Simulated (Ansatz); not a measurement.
# A frame of amorphous polystyrene (as short chains C42H46) from 400 K (352 atoms) under strain

Aim: relax a frame of amorphous polystyrene (as short chains C42H46) from 400 K (352 atoms), then change its volume to read the bulk modulus from the stress.

Method: Kohn-Sham DFT, PBE+D4, PAW (set soft_2), plane waves, in Ansatz 0.2.0.

## Step 1: Starting point

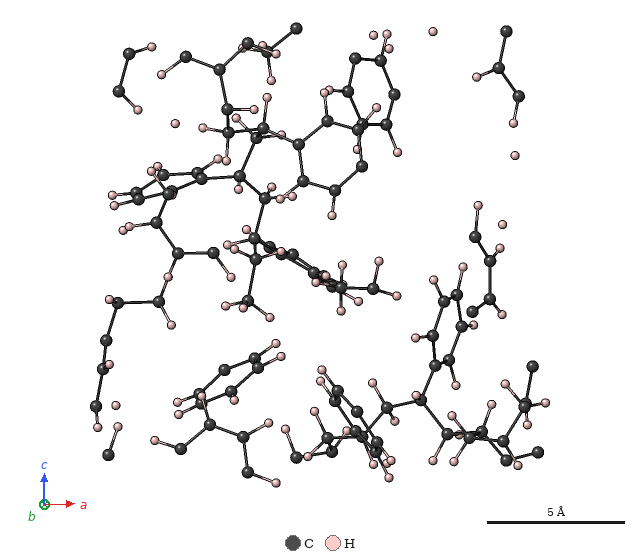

The cell as given, in part (carbon dark grey, hydrogen pink). Drawn is a slice 9 Å thick, seen along the normal of the ac plane. Bonds to atoms that aren't drawn are left out.

The cell holds 352 atoms: 168 C and 184 H. Its edges and angles: a = 15.736 Å, b = 15.736 Å, c = 15.736 Å, α = 90.0°, β = 90.0°, γ = 90.0°. 4 polystyrene chains of 5 units with methyl end groups placed at random, at 0.939 g/cm³; overlaps pushed apart, then 20 ps at 800 K with MMFF94 bonds, angles, torsions, charges and radii (Halgren, J. Comput. Chem. 17, 490 (1996)) in harmonic and 12-6 forms. Snapshot after 30 ps at 400 K and fixed volume.

Limits known from the start: The network of contacts between molecules at the start is that of the classical potential that made the cell, and needn't be the one that DFT or experiment would give. Sampling is at Γ alone.

## Step 2: Single point at the start

The forces at the start show how far the geometry lies from a minimum of this functional.

File input.yaml:

```yaml
crystal:
  lattice:
    - [15.73573, 0.0, 0.0]
    - [0.0, 15.73573, 0.0]
    - [0.0, 0.0, 15.73573]
  atoms:
    - { symbol: C, position: [0.00356, 0.80121, 0.51741] }
    - { symbol: C, position: [0.99682, 0.81967, 0.42288] }
    - { symbol: C, position: [0.04727, 0.76275, 0.36193] }
    - { symbol: C, position: [0.02164, 0.7803, 0.27318] }
    - { symbol: C, position: [0.00046, 0.86338, 0.24707] }
    - { symbol: C, position: [0.98303, 0.88516, 0.16316] }
    - { symbol: C, position: [0.98282, 0.81721, 0.10254] }
    - { symbol: C, position: [0.99455, 0.73326, 0.12396] }
    - { symbol: C, position: [0.00959, 0.71496, 0.21236] }
    - { symbol: C, position: [0.14349, 0.7704, 0.36354] }
    - { symbol: C, position: [0.18452, 0.86311, 0.35871] }
    - { symbol: C, position: [0.18196, 0.90105, 0.4446] }
    - { symbol: C, position: [0.21203, 0.85523, 0.51202] }
    - { symbol: C, position: [0.20709, 0.88696, 0.59095] }
    - { symbol: C, position: [0.17989, 0.97, 0.60608] }
    - { symbol: C, position: [0.14917, 0.01769, 0.53831] }
    - { symbol: C, position: [0.1507, 0.9848, 0.45535] }
    - { symbol: C, position: [0.27762, 0.85827, 0.33338] }
    - { symbol: C, position: [0.29801, 0.84615, 0.23664] }
    - { symbol: C, position: [0.29514, 0.75454, 0.20516] }
    - { symbol: C, position: [0.23397, 0.71622, 0.1525] }
    - { symbol: C, position: [0.23253, 0.62997, 0.1381] }
    - { symbol: C, position: [0.29845, 0.58015, 0.16991] }
    - { symbol: C, position: [0.36312, 0.61601, 0.22203] }
    - { symbol: C, position: [0.36198, 0.70393, 0.23589] }
    - { symbol: C, position: [0.24257, 0.90866, 0.18054] }
    - { symbol: C, position: [0.26351, 0.92498, 0.0892] }
    - { symbol: C, position: [0.34196, 0.96758, 0.06244] }
    - { symbol: C, position: [0.36468, 0.96618, 0.97641] }
    - { symbol: C, position: [0.44116, 0.99958, 0.95249] }
    - { symbol: C, position: [0.50102, 0.02232, 0.0067] }
    - { symbol: C, position: [0.47852, 0.03143, 0.09253] }
    [... 314 atom lines left out ...]
    - { symbol: H, position: [0.74862, 0.96358, 0.04174] }
    - { symbol: H, position: [0.7244, 0.04887, 0.16462] }
    - { symbol: H, position: [0.78693, 0.19146, 0.18515] }
    - { symbol: H, position: [0.99005, 0.21637, 0.15982] }
    - { symbol: H, position: [0.01234, 0.32788, 0.16138] }
    - { symbol: H, position: [0.91524, 0.27964, 0.21008] }
kpoints:
  mp_grid: { grid: [1, 1, 1] }
hamiltonian:
  xc: pbe
  dispersion: d4
scf:
  occupations: { method: fixed }
output:
  forces: true
```

Started as:

```
$ ansatz run input.yaml --threads 4 --pin off --max-ram 8192MiB --backend cpu --events-out ev --progress --plain --runs-dir out
```

Numbers of over 12 decimals in the logs are rounded to 6 here.

Log:

```text
[...]
Pseudopotentials: kind: paw
Pseudopotential: C, paw, valence charge 4, recommended cutoff 420 eV (normal), C.paw.azcp
Pseudopotential: H, paw, valence charge 1, recommended cutoff 420 eV (normal), H.paw.azcp
[... 5 lines on functional and potentials left out ...]
Crystal: 352 atoms, lattice volume = 3896.374 Å³
Basis set: ecut = 420 eV, 76237 PW (Γ), exchange–correlation on 216×216×216 points (8 copies of the dense FFT grid, shifted against one another)
Bands: 780, of which v1, the nominal top of the filled ones, is band 428 counted from 1 (427 counted from 0)
Symmetry: 1 space group operations
Space group: P1 (ITA 1), of the structure as read, at distance tolerance 1.6e-4 Å
k-points: 1
[... 5 lines on functional and potentials left out ...]
Initial density: superposition of atomic densities (neutral atoms: chi_scale 0, normalization atom), corrected by the library's trained network
Initial wavefunctions: pseudopotential atomic-orbital guess
[...]
SCF iter   1: F=—  HF=-45103.036803 eV  |F-HF|=—  |Δ(HF+E_count)|=         —  Δρ=3.36e-3  dr2=6.62e-1  ethr=1.77e-3  ⟨swp⟩=5.0  Hψ=2442  notcnv=0  defer=341
preconditioner: auto → Resta (q_TF=auto, 2.119 Å⁻¹)  ε∞=2.3  [insulator: Δε(μ)=3.920 eV  Ē_g=15.275 eV  n_scr=618 (ndim 8)  ℏωp=17.4 eV  f_vac=0.275  ε∞_Penn≈2.3]
SCF iter   2: F=—  HF=-45102.987717 eV  |F-HF|=—  |Δ(HF+E_count)|=   4.91e-2  Δρ=1.73e-3  dr2=1.35e-1  ethr=7.73e-5  ⟨swp⟩=2.0  Hψ=1068  notcnv=0  defer=349
SCF iter   3: F=—  HF=-45103.021194 eV  |F-HF|=—  |Δ(HF+E_count)|=   3.35e-2  Δρ=6.62e-4  dr2=2.86e-2  ethr=1.57e-5  ⟨swp⟩=3.0  Hψ=767  notcnv=0  defer=133
automatic band count: iteration 3 solves 563 bands in place of 780: the levels show a gap, and the empty bands left out lie too high to hold charge; the band table lists the bands solved (type scf.n_extra_bands for more)
SCF iter   4: F=—  HF=-45103.025929 eV  |F-HF|=—  |Δ(HF+E_count)|=   4.73e-3  Δρ=2.15e-4  dr2=3.50e-3  ethr=3.34e-6  ⟨swp⟩=3.0  Hψ=782  notcnv=0  defer=133
SCF iter   5: F=—  HF=-45103.026448 eV  |F-HF|=—  |Δ(HF+E_count)|=   5.20e-4  Δρ=8.91e-5  dr2=5.72e-4  ethr=4.09e-7  ⟨swp⟩=2.0  Hψ=852  notcnv=0  defer=133
[...]
SCF iter   9: F=—  HF=-45103.030336 eV  |F-HF|=—  |Δ(HF+E_count)|=   1.83e-7  Δρ=2.17e-6  dr2=3.23e-7  ethr=1.93e-10  ⟨swp⟩=2.0  Hψ=855  notcnv=0  defer=132
SCF iter  10: F=-45103.030336 eV  HF=-45103.030336 eV  |F-HF|=7.58e-9  |Δ(HF+E_count)|=   4.44e-9  Δρ=7.39e-7  dr2=3.83e-8  ethr=1.17e-11  ⟨swp⟩=4.0  Hψ=1757  notcnv=0
SCF 1 converged in 10 iterations: F = -45103.030336 eV  dr2 = 3.83e-8
[...]
SCF converged after 10 iterations
Free energy (F): -45103.030336 eV
Harris-Foulkes:  -45103.030336 eV  (|F-HF|=7.58e-9)
Internal energy: -45103.030336 eV  (E = F + TS)
E sigma→0 (E₀):  -45103.030336 eV
Fermi energy:    -0.764155 eV
--- Per-component energies (eV) ---
[...]
Σ components = -45103.030336   (vs F -45103.030336, Δ=0.00e0)
--- Forces (eV/Å), atoms counted from 1 ---
  atom   1  C      1.25828908    -1.02725328     0.49016639
  atom   2  C      2.52671477     1.10043627     0.56068296
  atom   3  C     -1.28368062    -0.58895588     0.12355286
  atom   4  C     -1.45265557     0.00347695    -1.53668266
[...]
atom 352  H      0.34819763     0.48624016     0.13252542
  max |Σ_I F_I| component: 7.68e-5 eV/Å
```

Run time: 61 s. Hardware: 4 threads of Arm Neoverse V2, shared host; peak memory 5.5 GiB; 4 min of CPU time.

In the SCF lines HF is the Harris–Foulkes energy and dr2 the Hartree energy of the density residual, in eV; the loop may stop once dr2 is under the threshold and the program's other checks hold. Hψ counts applications of the Hamiltonian.

The program notes that it cut back its work space to fit the memory limit.

The r.m.s. force at the start is 1.0 eV/Å.

## Step 3: Cell and atoms relaxed

The cell is relaxed with the atoms, since the starting lattice needn't suit this functional.

File input.yaml:

```yaml
crystal:
  lattice:
    - [15.73573, 0.0, 0.0]
    - [0.0, 15.73573, 0.0]
    - [0.0, 0.0, 15.73573]
  atoms:
    [... the 352 atom lines of step 2 ...]
kpoints:
  mp_grid: { grid: [1, 1, 1] }
hamiltonian:
  xc: pbe
  dispersion: d4
scf:
  occupations: { method: fixed }
output:
  forces: true
relax:
  f_tol: 0.05
  max_steps: 150
  cell: {}
```

Log:

```text
[...]
Crystal: 352 atoms, lattice volume = 3896.374 Å³
Basis set: ecut = 420 eV, 76237 PW (Γ), exchange–correlation on 216×216×216 points (8 copies of the dense FFT grid, shifted against one another)
Bands: 780, of which v1, the nominal top of the filled ones, is band 428 counted from 1 (427 counted from 0)
Symmetry: 1 space group operations
[...]
k-points: 1
[...]
SCF iter   1: F=—  HF=-45103.036808 eV  |F-HF|=—  |Δ(HF+E_count)|=         —  Δρ=3.36e-3  dr2=6.62e-1  ethr=1.77e-3  ⟨swp⟩=5.0  Hψ=2442  notcnv=0  defer=341
[...]
SCF iter   5: F=—  HF=-45103.026441 eV  |F-HF|=—  |Δ(HF+E_count)|=   5.41e-4  Δρ=8.91e-5  dr2=5.72e-4  ethr=4.09e-7  ⟨swp⟩=2.0  Hψ=852  notcnv=0  defer=133
[...]
SCF iter   9: F=—  HF=-45103.030336 eV  |F-HF|=—  |Δ(HF+E_count)|=   1.83e-7  Δρ=2.17e-6  dr2=3.23e-7  ethr=1.93e-10  ⟨swp⟩=2.0  Hψ=855  notcnv=0  defer=132
SCF iter  10: F=-45103.030336 eV  HF=-45103.030336 eV  |F-HF|=7.57e-9  |Δ(HF+E_count)|=   4.39e-9  Δρ=7.40e-7  dr2=3.83e-8  ethr=1.17e-11  ⟨swp⟩=4.0  Hψ=1757  notcnv=0
SCF 1 converged in 10 iterations: F = -45103.030336 eV  dr2 = 3.83e-8
[...]
relax step   1: F+E_penalty+E_count = -45103.03033558 eV  Δ(F+E_penalty+E_count) = +0.000e0 eV  max|allowed force component| = 4.180e0 eV/Å  Δτ_max = 0.0000 Å  P = +2.368 GPa  Ω = 3896.374 Å³  (10 SCF iters, dr2 threshold 1.00e-7 eV, accepted)
[... from here on, the SCF cycles and remarks between the steps are left out ...]
relax step   2: F+E_penalty+E_count = -45116.26304558 eV  Δ(F+E_penalty+E_count) = -1.323e1 eV  max|allowed force component| = 1.769e0 eV/Å  Δτ_max = 0.1912 Å  P = -0.264 GPa  Ω = 3967.164 Å³  energy of the carried Pulay correction = -1.429e-1 eV  (7 SCF iters, dr2 threshold 3.52e-5 eV, accepted)
relax step   3: F+E_penalty+E_count = -45118.70143187 eV  Δ(F+E_penalty+E_count) = -2.438e0 eV  max|allowed force component| = 9.678e-1 eV/Å  Δτ_max = 0.1940 Å  P = -0.585 GPa  Ω = 3954.980 Å³  energy of the carried Pulay correction = -1.185e-1 eV  (6 SCF iters, dr2 threshold 3.52e-5 eV, accepted)
relax step   4: F+E_penalty+E_count = -45119.44607401 eV  Δ(F+E_penalty+E_count) = -7.446e-1 eV  max|allowed force component| = 3.473e-1 eV/Å  Δτ_max = 0.2000 Å  P = -0.216 GPa  Ω = 3889.507 Å³  energy of the carried Pulay correction = +1.401e-2 eV  (7 SCF iters, dr2 threshold 3.52e-5 eV, accepted)
relax step   5: F+E_penalty+E_count = -45119.73678259 eV  Δ(F+E_penalty+E_count) = -2.907e-1 eV  max|allowed force component| = 7.390e-2 eV/Å  Δτ_max = 0.2000 Å  P = -0.026 GPa  Ω = 3859.774 Å³  energy of the carried Pulay correction = +7.493e-2 eV  (8 SCF iters, dr2 threshold 7.54e-6 eV, accepted)
relax step   6: F+E_penalty+E_count = -45119.87912509 eV  Δ(F+E_penalty+E_count) = -1.423e-1 eV  max|allowed force component| = 3.030e-1 eV/Å  Δτ_max = 0.1949 Å  P = -0.092 GPa  Ω = 3843.739 Å³  energy of the carried Pulay correction = +1.080e-1 eV  (9 SCF iters, dr2 threshold 3.41e-7 eV, accepted)
relax step   7: F+E_penalty+E_count = -45119.97255703 eV  Δ(F+E_penalty+E_count) = -9.343e-2 eV  max|allowed force component| = 2.369e-1 eV/Å  Δτ_max = 0.1946 Å  P = -0.044 GPa  Ω = 3833.449 Å³  energy of the carried Pulay correction = +1.293e-1 eV  (8 SCF iters, dr2 threshold 5.74e-6 eV, accepted)
relax step   8: F+E_penalty+E_count = -45120.05983868 eV  Δ(F+E_penalty+E_count) = -8.728e-2 eV  max|allowed force component| = 7.697e-2 eV/Å  Δτ_max = 0.1936 Å  P = -0.071 GPa  Ω = 3820.810 Å³  energy of the carried Pulay correction = +1.555e-1 eV  (8 SCF iters, dr2 threshold 3.51e-6 eV, accepted)
relax step   9: F+E_penalty+E_count = -45120.10473464 eV  Δ(F+E_penalty+E_count) = -4.490e-2 eV  max|allowed force component| = 2.486e-1 eV/Å  Δτ_max = 0.1934 Å  P = -0.010 GPa  Ω = 3812.882 Å³  energy of the carried Pulay correction = +1.720e-1 eV  (9 SCF iters, dr2 threshold 3.70e-7 eV, accepted)
relax step  10: F+E_penalty+E_count = -45120.12390977 eV  Δ(F+E_penalty+E_count) = -1.918e-2 eV  max|allowed force component| = 4.052e-1 eV/Å  Δτ_max = 0.1626 Å  P = +0.126 GPa  Ω = 3810.075 Å³  energy of the carried Pulay correction = +1.778e-1 eV  (8 SCF iters, dr2 threshold 3.86e-6 eV, accepted)
relax step  11: F+E_penalty+E_count = -45120.12514758 eV  Δ(F+E_penalty+E_count) = -1.238e-3 eV  max|allowed force component| = 6.907e-1 eV/Å  Δτ_max = 0.1941 Å  P = -0.219 GPa  Ω = 3803.820 Å³  energy of the carried Pulay correction = +1.909e-1 eV  (7 SCF iters, dr2 threshold 1.03e-5 eV, rejected (line search))
relax step  12: F+E_penalty+E_count = -45120.14567358 eV  Δ(F+E_penalty+E_count) = -2.176e-2 eV  max|allowed force component| = 7.988e-2 eV/Å  Δτ_max = 0.0483 Å  P = +0.004 GPa  Ω = 3810.798 Å³  energy of the carried Pulay correction = +1.763e-1 eV  (11 SCF iters, accepted)
[...]
relax step  17: F+E_penalty+E_count = -45120.18206783 eV  Δ(F+E_penalty+E_count) = -1.297e-2 eV  max|allowed force component| = 9.389e-2 eV/Å  Δτ_max = 0.1098 Å  P = -0.015 GPa  Ω = 3806.368 Å³  energy of the carried Pulay correction = +1.855e-1 eV  (8 SCF iters, dr2 threshold 3.00e-7 eV, accepted)
relax step  18: F+E_penalty+E_count = -45120.20113678 eV  Δ(F+E_penalty+E_count) = -1.907e-2 eV  max|allowed force component| = 8.048e-2 eV/Å  Δτ_max = 0.1664 Å  P = -0.041 GPa  Ω = 3802.905 Å³  energy of the carried Pulay correction = +1.928e-1 eV  (9 SCF iters, dr2 threshold 5.51e-7 eV, accepted)
relax step  19: F+E_penalty+E_count = -45120.21728925 eV  Δ(F+E_penalty+E_count) = -1.615e-2 eV  max|allowed force component| = 9.844e-2 eV/Å  Δτ_max = 0.1452 Å  P = -0.049 GPa  Ω = 3798.953 Å³  energy of the carried Pulay correction = +2.010e-1 eV  (9 SCF iters, dr2 threshold 4.05e-7 eV, accepted)
relax step  20: F+E_penalty+E_count = -45120.22916454 eV  Δ(F+E_penalty+E_count) = -1.188e-2 eV  max|allowed force component| = 1.130e-1 eV/Å  Δτ_max = 0.0991 Å  P = -0.049 GPa  Ω = 3795.717 Å³  energy of the carried Pulay correction = +2.078e-1 eV  (8 SCF iters, dr2 threshold 6.06e-7 eV, accepted)
relax step  21: F+E_penalty+E_count = -45120.23572944 eV  Δ(F+E_penalty+E_count) = -6.565e-3 eV  max|allowed force component| = 3.877e-1 eV/Å  Δτ_max = 0.1396 Å  P = +0.158 GPa  Ω = 3791.180 Å³  energy of the carried Pulay correction = +2.173e-1 eV  (9 SCF iters, dr2 threshold 7.99e-7 eV, rejected (line search))
relax step  22: F+E_penalty+E_count = -45120.24124741 eV  Δ(F+E_penalty+E_count) = -1.208e-2 eV  max|allowed force component| = 3.645e-2 eV/Å  Δτ_max = 0.0696 Å  P = +0.024 GPa  Ω = 3794.942 Å³  energy of the carried Pulay correction = +2.094e-1 eV  (11 SCF iters, accepted)
relax step  23: F+E_penalty+E_count = -45120.25298290 eV  Δ(F+E_penalty+E_count) = -1.174e-2 eV  max|allowed force component| = 3.441e-2 eV/Å  Δτ_max = 0.0971 Å  P = -0.010 GPa  Ω = 3793.872 Å³  energy of the carried Pulay correction = +2.117e-1 eV  (11 SCF iters, accepted)
relax step  24: F+E_penalty+E_count = -45120.06846909 eV  Δ(F+E_penalty+E_count) = +1.845e-1 eV  max|allowed force component| = 3.346e-2 eV/Å  Δτ_max = 0.0000 Å  P = -0.071 GPa  Ω = 3793.872 Å³  stress off target by 1.12e-1 GPa  SCF on the basis re-selected at this cell (its energy is not comparable with the rows above)  (5 SCF iters)
relax step  25: F+E_penalty+E_count = -45120.17550680 eV  Δ(F+E_penalty+E_count) = -1.070e-1 eV  max|allowed force component| = 7.213e-2 eV/Å  Δτ_max = 0.1435 Å  P = -0.027 GPa  Ω = 3753.673 Å³  energy of the carried Pulay correction = +8.356e-2 eV  (10 SCF iters, dr2 threshold 3.14e-8 eV, accepted)
relax step  26: F+E_penalty+E_count = -45120.21276863 eV  Δ(F+E_penalty+E_count) = -3.726e-2 eV  max|allowed force component| = 8.260e-2 eV/Å  Δτ_max = 0.1939 Å  P = -0.061 GPa  Ω = 3741.682 Å³  energy of the carried Pulay correction = +1.083e-1 eV  (9 SCF iters, dr2 threshold 3.25e-7 eV, accepted)
relax step  27: F+E_penalty+E_count = -45120.24554418 eV  Δ(F+E_penalty+E_count) = -3.278e-2 eV  max|allowed force component| = 1.526e-1 eV/Å  Δτ_max = 0.0645 Å  P = +0.047 GPa  Ω = 3728.159 Å³  energy of the carried Pulay correction = +1.356e-1 eV  (8 SCF iters, dr2 threshold 4.26e-7 eV, accepted)
relax step  28: F+E_penalty+E_count = -45120.23488556 eV  Δ(F+E_penalty+E_count) = +1.066e-2 eV  max|allowed force component| = 7.642e-2 eV/Å  Δτ_max = 0.1915 Å  P = -0.097 GPa  Ω = 3736.784 Å³  energy of the carried Pulay correction = +1.186e-1 eV  (8 SCF iters, dr2 threshold 1.46e-6 eV, accepted)
relax step  29: F+E_penalty+E_count = -45120.23172117 eV  Δ(F+E_penalty+E_count) = +3.164e-3 eV  max|allowed force component| = 5.561e-2 eV/Å  Δτ_max = 0.0485 Å  P = +0.009 GPa  Ω = 3741.639 Å³  energy of the carried Pulay correction = +1.086e-1 eV  (8 SCF iters, dr2 threshold 3.65e-7 eV, accepted)
relax step  30: F+E_penalty+E_count = -45120.24361229 eV  Δ(F+E_penalty+E_count) = -1.189e-2 eV  max|allowed force component| = 4.384e-2 eV/Å  Δτ_max = 0.0696 Å  P = +0.007 GPa  Ω = 3737.790 Å³  energy of the carried Pulay correction = +1.163e-1 eV  (8 SCF iters, dr2 threshold 1.93e-7 eV, accepted)
relax step  31: F+E_penalty+E_count = -45120.14817259 eV  Δ(F+E_penalty+E_count) = +9.544e-2 eV  max|allowed force component| = 4.346e-2 eV/Å  Δτ_max = 0.0000 Å  P = -0.009 GPa  Ω = 3737.790 Å³  stress off target by 3.43e-2 GPa  SCF on the basis re-selected at this cell (its energy is not comparable with the rows above)  (5 SCF iters)
[...]
SCF converged after 5 iterations
Free energy (F): -45120.148173 eV
[...]
Internal energy: -45120.148173 eV  (E = F + TS)
E sigma→0 (E₀):  -45120.148173 eV
Fermi energy:    -0.626346 eV
[...]
Σ components = -45120.148173   (vs F -45120.148173, Δ=0.00e0)
--- Forces (eV/Å), atoms counted from 1 ---
  atom   1  C      0.00657320    -0.02445508     0.04345618
  atom   2  C     -0.00031862     0.00996244    -0.00787721
  atom   3  C      0.00362607    -0.00332399     0.00260809
  atom   4  C      0.00224028    -0.00032585     0.00545613
[...]
atom 352  H      0.00540712     0.00200406    -0.01015607
  max |Σ_I F_I| component: 4.85e-6 eV/Å
--- Stress (GPa, compression-positive) ---
       -0.027435       0.009292       0.006015
        0.009291      -0.017043      -0.006570
        0.006013      -0.006571       0.016551
  P = ⅓ Tr σ = -0.0093 GPa (-0.093 kbar)
--- Relaxed structure (29 steps of the walk, 26 accepted, 2 SCFs on fresh bases) ---
  F+E_penalty+E_count = -45120.14817259 eV   max|allowed force component| = 4.346e-2 eV/Å   (the final SCF, on the basis selected at the relaxed cell)
  cell:  # Å, volume = 3737.7898 Å³
    - [15.267250, 0.127931, 0.060220]
    - [0.127931, 15.388990, -0.104917]
    - [0.060220, -0.104917, 15.911107]
  atoms:
    - { symbol: C, position: [-0.00765107, 0.725496, 0.496543] }
    - { symbol: C, position: [0.985536, 0.777068, 0.415772] }
    - { symbol: C, position: [0.038718, 0.735559, 0.342793] }
    - { symbol: C, position: [0.00894045, 0.766578, 0.257385] }
[...]
- { symbol: H, position: [0.951596, 0.299087, 0.226376] }
```

The job ended after 31 min (4 threads; peak memory 5.5 GiB).

The relaxation converged after 29 steps, with a largest force component of 0.043 eV/Å.

[end of part 1 of 3]

[Logs are printed without paths, hosts, clocks, repeated set-up lines and the standing remarks that a program may print on its own settings, such as how far it seeks lower states.]

[Hosts, paths, dates, database ids (printed as entryN), source tags and the programs' standing remarks are cut or masked in the printed files.]

[The MMFF94 radii named for the starting cell were scaled by 0.96; in molecules described by MMFF94, hydrogen bound to N, O or S took a small fixed 12-6 site in their place.]
